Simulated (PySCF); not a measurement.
```xyz
24

C     3.7325    0.0557    1.2840
O     2.4759   -0.0560    0.6938
Si    2.1896   -0.3860   -0.8643
N     0.4661   -0.3829   -0.8955
Si   -0.3424   -0.5903   -2.4196
Si   -0.3522   -0.2488    0.6416
C    -2.1906   -0.4828    0.3488
C    -3.1041    0.7077    0.3037
C    -3.1318   -0.2048    1.4830
H     4.2578   -0.9022    1.2614
H     4.3443    0.7962    0.7635
H     3.5948    0.3657    2.3202
H     2.7454   -1.6928   -1.2331
H     2.7480    0.6599   -1.7255
H     0.6564   -0.3784   -3.4655
H    -0.8702   -1.9552   -2.5230
H    -1.4178    0.3949   -2.5245
H    -0.1199    1.0814    1.2171
H     0.1002   -1.3052    1.5572
H    -2.4767   -1.3051   -0.2954
H    -3.9424    0.6897   -0.3780
H    -2.6720    1.6890    0.4284
H    -3.9909   -0.8460    1.6171
H    -2.7117    0.1496    2.4121
```

Geometry: GFN2-xTB.

Theory: PBE0/pcSseg-1, SCF density, gas phase, non-relativistic (PySCF 2.14.0).

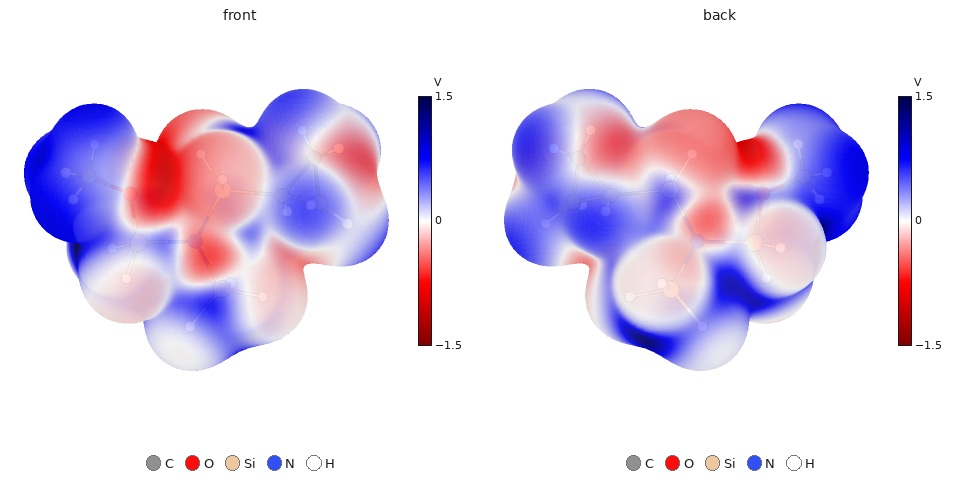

C₄H₁₅NOSi₃ (SMILES CO[SiH2]N([SiH3])[SiH2]C1CC1). The electrostatic potential painted on the density surface at 0.002 e/bohr³, seen from the front and from behind; the colour scale runs from red (negative) to blue (positive).

Question: Where is the surface potential most negative and most positive?

Answer: The most negative region (about −0.9 V, or −21 kcal/mol for a unit charge) lies over O2, the most positive (about +1.4 V, or +32 kcal/mol for a unit charge) over Si3 and Si5.
